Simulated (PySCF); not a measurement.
SMILES c1(ccc(OC)cc1)O, singlet at its GFN2-xTB optimised geometry (Å):

```
17

C     -2.3766    -2.2713     0.0011
O     -0.9727    -2.2095    -0.0003
C     -0.3768    -0.9797     0.0000
C     -1.0504     0.2336     0.0002
C     -0.3379     1.4232     0.0001
C      1.0475     1.4197    -0.0001
O      1.7813     2.5702    -0.0003
C      1.7244     0.2022     0.0000
C      1.0195    -0.9797     0.0000
H     -2.6254    -3.3314     0.0016
H     -2.8023    -1.8017    -0.8921
H     -2.8005    -1.8013     0.8950
H     -2.1281     0.2764     0.0003
H     -0.8753     2.3629     0.0003
H      1.1893     3.3314     0.0006
H      2.8023     0.2071     0.0000
H      1.5312    -1.9287     0.0000
```

Computed with PySCF with PBE/def2-SVP. Cells within 0.4 Å of a nucleus heavier than hydrogen are left out (blank, or x).

Map of the Laplacian of the electron density (e/bohr⁵), clipped to [-1.50, 1.50] on the plane z = 0.0 Å:

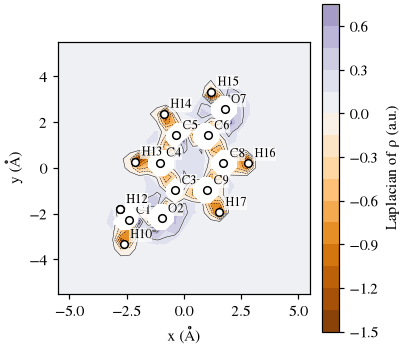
Figure: Laplacian of the electron density (e/bohr⁵), clipped to [-1.50, 1.50] on the plane z = 0.0 Å.
